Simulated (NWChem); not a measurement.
**One shape, several levels: CrHO3F (SMILES [O]=[Cr](=[O])([OH])[F])**

We compute a comparison of 3 runs (HF/STO-3G, HF/3-21G, B3LYP/6-31G*) of CrHO3F. 

Program for the calculation: NWChem 7.3.0.

**1. The molecule**

CrHO3F has 6 atoms, charge 0, and is taken as a singlet. SMILES: `[O]=[Cr](=[O])([OH])[F]`. The coordinates come from a PBE0-D4/def2-TZVP relaxation. This is one conformer, not always the lowest.

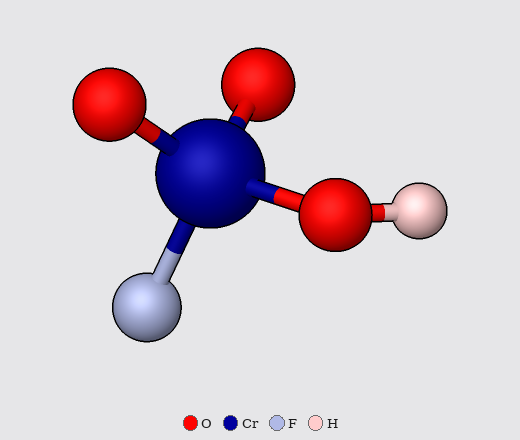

The structure, seen from a chosen angle (oxygen red, chromium blue, fluorine light blue, hydrogen pink).

**2. Energy and gradient at HF/STO-3G (run 1)**

run.py reads:

```python
from ase import Atoms
from ase.calculators.nwchem import NWChem

system = Atoms(['O', 'Cr', 'O', 'O', 'F', 'H'], positions=[
    [-0.181300, -1.579900, -0.331200],
    [0.372700, -0.190300, 0.039100],
    [1.187900, -0.283900, 1.341400],
    [-0.936500, 0.912900, 0.293100],
    [1.362800, 0.380600, -1.233100],
    [-1.763400, 0.696500, -0.155700],
])

calc = NWChem(
    label='crfho3',
    theory='scf',
    memory='2200 mb',
    basis='STO-3G',
    basispar='spherical bse',
    scf={'nopen': '0', 'rhf': None, 'thresh': '1e-08', 'maxiter': '80'},
)
system.calc = calc

forces = system.get_forces()
e = system.get_potential_energy()
print(f"E = {e:.6f} eV")
print("forces (eV/A):")
for s, f in zip(system.symbols, forces):
    print(f"{s:2s} {f[0]:10.5f} {f[1]:10.5f} {f[2]:10.5f}")
print("dipole (e A):", system.get_dipole_moment().round(4))
```

The run is started by

```
export ASE_NWCHEM_COMMAND="nwchem PREFIX.nwi > PREFIX.nwo"
python run.py
```

Log:

```text
E = -36805.471152 eV
forces (eV/A):
O     3.70465    9.03547    2.31677
Cr    1.32535   -5.42446    3.01806
O    -5.22273    0.63990   -8.53941
O     4.21615   -2.28864   -0.27552
F    -3.11731   -1.69379    3.95292
H    -0.90616   -0.26847   -0.47288
dipole (e A): [-0.3002  0.083  -0.1962]
```

The calculator wrote crfho3.nwi:

```
title "crfho3"

permanent_dir crfho3

scratch_dir crfho3

start crfho3

geometry units angstrom nocenter noautosym noautoz
  O  -1.8129999999999999e-01 -1.5799000000000001e+00 -3.3119999999999999e-01
  Cr 3.7269999999999998e-01 -1.9030000000000000e-01 3.9100000000000003e-02
  O  1.1879000000000000e+00 -2.8389999999999999e-01 1.3413999999999999e+00
  O  -9.3650000000000000e-01 9.1290000000000004e-01 2.9310000000000003e-01
  F  1.3628000000000000e+00 3.8059999999999999e-01 -1.2331000000000001e+00
  H  -1.7634000000000001e+00 6.9650000000000001e-01 -1.5570000000000001e-01
end

memory 2200 mb

basis spherical bse noprint
   * library STO-3G
end

scf
  nopen 0
  rhf
  thresh 1e-08
  maxiter 80
end

task scf gradient
```

crfho3.nwo:

```text
Northwest Computational Chemistry Package (NWChem) 7.3.0
             --------------------------------------------------------

           Job information
           ---------------

    nwchem branch   = 7.3.0
    use scalapack   = T
    input           = crfho3.nwi
    prefix          = crfho3.
    data base       = crfho3/crfho3.db
    status          = startup
    nproc           =        1

           Memory information
           ------------------

    heap     =     72089598 doubles =      550.0 Mbytes
    stack    =     72089595 doubles =      550.0 Mbytes
    global   =    144179200 doubles =     1100.0 Mbytes (distinct from heap & stack)
    total    =    288358393 doubles =     2200.0 Mbytes
    verify   = yes
    hardfail = no

[... 133 lines left out ...]
 Convergence threshold     :          1.000E-08
[... 14 lines left out ...]
       Final RHF  results
[... 3 lines left out ...]
      One-electron energy =  -2564.691858980470
[... 1 line left out ...]
 Nuclear repulsion energy =    352.571981857589
[... 47 lines left out ...]
                       ROHF Final Molecular Orbital Analysis
[... 253 lines left out ...]
                 ----------------------------------------
                 |  Time  |  1-e(secs)   |  2-e(secs)   |
                 ----------------------------------------
                 |  CPU   |       0.00   |       0.90   |
                 ----------------------------------------
                 |  WALL  |       0.00   |       0.90   |
                 ----------------------------------------

 Task  times  cpu:        6.9s     wall:        6.9s
 Total times  cpu:        7.0s     wall:        7.0s
```

Wall time 8.1 s (1 thread of Intel Xeon Platinum 8488C (Sapphire Rapids), shared host); peak memory 0.098 GiB.

**3. Energy and gradient at HF/3-21G (run 2)**

run.py: that of step 2 with these lines changed.

```diff
@@ -13,6 +13,6 @@
 calc = NWChem(
-    label='crfho3',
+    label='input',
     theory='scf',
     memory='2200 mb',
-    basis='STO-3G',
+    basis='3-21G',
     basispar='spherical bse',
@@ -23,4 +23,3 @@
 forces = system.get_forces()
-e = system.get_potential_energy()
-print(f"E = {e:.6f} eV")
+print("Total energy (eV):", round(system.get_potential_energy(), 6))
 print("forces (eV/A):")
```

The run is started by

```
export ASE_NWCHEM_COMMAND="nwchem PREFIX.nwi > PREFIX.nwo"
python run.py
```

Log:

```text
Total energy (eV): -37030.194809
forces (eV/A):
O     0.99471    2.43982    0.71652
Cr    0.47581   -0.81956    0.92128
O    -1.39200   -0.02828   -2.28129
O     1.27794   -1.34556   -0.47216
F    -0.84502   -0.54101    1.06834
H    -0.51144    0.29465    0.04731
dipole (e A): [-0.5215 -0.0091 -0.1208]
```

The calculator wrote input.nwi:

```
title "input"

permanent_dir input

scratch_dir input

start input

geometry units angstrom nocenter noautosym noautoz
  O  -1.8129999999999999e-01 -1.5799000000000001e+00 -3.3119999999999999e-01
  Cr 3.7269999999999998e-01 -1.9030000000000000e-01 3.9100000000000003e-02
  O  1.1879000000000000e+00 -2.8389999999999999e-01 1.3413999999999999e+00
  O  -9.3650000000000000e-01 9.1290000000000004e-01 2.9310000000000003e-01
  F  1.3628000000000000e+00 3.8059999999999999e-01 -1.2331000000000001e+00
  H  -1.7634000000000001e+00 6.9650000000000001e-01 -1.5570000000000001e-01
end

memory 2200 mb

basis spherical bse noprint
   * library 3-21G
end

scf
  nopen 0
  rhf
  thresh 1e-08
  maxiter 80
end

task scf gradient
```

input.nwo:

```text
Northwest Computational Chemistry Package (NWChem) 7.3.0
             --------------------------------------------------------

           Job information
           ---------------

    nwchem branch   = 7.3.0
    use scalapack   = T
    input           = input.nwi
    prefix          = input.
    data base       = input/input.db
    status          = startup
    nproc           =        1

           Memory information
           ------------------

    heap     =     72089598 doubles =      550.0 Mbytes
    stack    =     72089595 doubles =      550.0 Mbytes
    global   =    144179200 doubles =     1100.0 Mbytes (distinct from heap & stack)
    total    =    288358393 doubles =     2200.0 Mbytes
    verify   = yes
    hardfail = no

[... 133 lines left out ...]
 Convergence threshold     :          1.000E-08
[... 12 lines left out ...]
  ga_iter_lsolve: convergence stagnant ... aborting solve
[... 4 lines left out ...]
       Final RHF  results
[... 3 lines left out ...]
      One-electron energy =  -2572.443519515135
[... 1 line left out ...]
 Nuclear repulsion energy =    352.571981857589
[... 47 lines left out ...]
                       ROHF Final Molecular Orbital Analysis
[... 282 lines left out ...]
                 ----------------------------------------
                 |  Time  |  1-e(secs)   |  2-e(secs)   |
                 ----------------------------------------
                 |  CPU   |       0.00   |       1.11   |
                 ----------------------------------------
                 |  WALL  |       0.00   |       1.11   |
                 ----------------------------------------

 Task  times  cpu:       10.9s     wall:       10.9s
 Total times  cpu:       10.9s     wall:       10.9s
```

It took 12 s on 1 thread of Intel Xeon Platinum 8488C (Sapphire Rapids), shared host; peak memory 0.097 GiB.

**4. Energy and forces at B3LYP/6-31G(d) (Cartesian functions) (run 3)**

sp.xyz reads:

```xyz
6

O     -0.181300    -1.579900    -0.331200
Cr     0.372700    -0.190300     0.039100
O      1.187900    -0.283900     1.341400
O     -0.936500     0.912900     0.293100
F      1.362800     0.380600    -1.233100
H     -1.763400     0.696500    -0.155700
```

sp.nw reads:

```
start sp
memory 2200 mb

geometry units angstrom noautosym nocenter noautoz
 load sp.xyz
end

basis "ao basis" cartesian
 * library 6-31G*
end

dft
 xc b3lyp
 mult 1
 grid fine
 convergence energy 1e-08
 maxiter 100
 mulliken
 noprint "final vectors analysis"
end

task dft gradient
```

The run is started by

```
nwchem sp.nw > sp.out
```

Log:

```text
[...]
          Wavefunction type:  closed shell.
          No. of atoms     :     6
          No. of electrons :    58
[...]
          Charge           :     0
          Spin multiplicity:     1
[...]
          AO basis - number of functions:   101
[...]
              XC Information
              --------------
                         B3LYP Method XC Potential
                     Hartree-Fock (Exact) Exchange  0.200
                        Slater Exchange Functional  0.800 local
                    Becke 1988 Exchange Functional  0.720 non-local
              Lee-Yang-Parr Correlation Functional  0.810
                  VWN I RPA Correlation Functional  0.190 local
[...]
 d= 0,ls=0.0,diis     1  -1369.0627677893 -1.72D+03  1.02D-01  1.57D+01     3.1
[...]
 d= 0,ls=0.0,diis    18  -1370.5974394525 -7.54D-09  1.66D-06  2.59D-08    40.6
         Total DFT energy =    -1370.597439452496
      One electron energy =    -2586.473548015050
           Coulomb energy =      948.310333098245
    Exchange-Corr. energy =      -85.006206393282
 Nuclear repulsion energy =      352.571981857590
[...]
      Total Density - Mulliken Population Analysis
     ---------------------------------------------
    Atom       Charge   Shell Charges
 -----------   ------   -------------------------------------------------------
    1 O    8     8.39   1.99  0.96  2.77  1.03  1.63  0.01
    2 Cr  24    22.66   2.00  2.00  5.99  2.07  6.09  0.01  0.41  0.03  0.07  2.14  1.82  0.01
    3 O    8     8.37   1.99  0.96  2.77  1.03  1.61  0.01
    4 O    8     8.68   1.99  0.91  2.89  1.00  1.86  0.03
    5 F    9     9.36   1.99  0.95  3.28  0.98  2.09  0.06
    6 H    1     0.55   0.46  0.08
[...]
  wavefunction    = closed shell
                         DFT ENERGY GRADIENTS
    atom               coordinates                        gradient
                 x          y          z           x          y          z
   1 O      -0.342607  -2.985578  -0.625877    0.007353   0.017632   0.004762
   2 Cr      0.704301  -0.359615   0.073888   -0.000457  -0.014632   0.012012
   3 O       2.244806  -0.536493   2.534878   -0.010991   0.001268  -0.017122
   4 O      -1.769728   1.725131   0.553879   -0.001615  -0.005622  -0.004738
   5 F       2.575319   0.719230  -2.330221   -0.001213  -0.000402   0.001281
   6 H      -3.332343   1.316194  -0.294230    0.006923   0.001755   0.003805
[...]
```

Run time: 56 s. Hardware: 1 thread of Intel Xeon Platinum 8488C (Sapphire Rapids), shared host; peak memory 0.13 GiB.

**5. Overview of the runs**

```tsv
run	level	Cartesian functions	iteration cap	energy (Eh)	dipole moment (D)	HOMO energy (eV)	LUMO energy (eV)	wall time
1	HF/STO-3G	no	80	-1352.576128	1.77	-9.81	5.19	8.1 s
2	HF/3-21G	no	80	-1360.834570	2.57	-14.36	-0.58	12 s
3	B3LYP/6-31G* (Cartesian functions)	yes	100	-1370.597439	2.42	–	–	56 s
```

**6. What came out**

| quantity | value |
| --- | --- |
| run 3: total energy | -1370.59744 Eh |
| run 3: dipole moment | 2.42 D |
| run 3: largest force on an atom | 1.048 eV/Å |

The dipole moment (its size) runs from 1.77 D (HF/STO-3G) to 2.57 D (HF/3-21G). In run 1 the basis is minimal, so the values are rough. All runs together took 76 s, the longest 56 s.
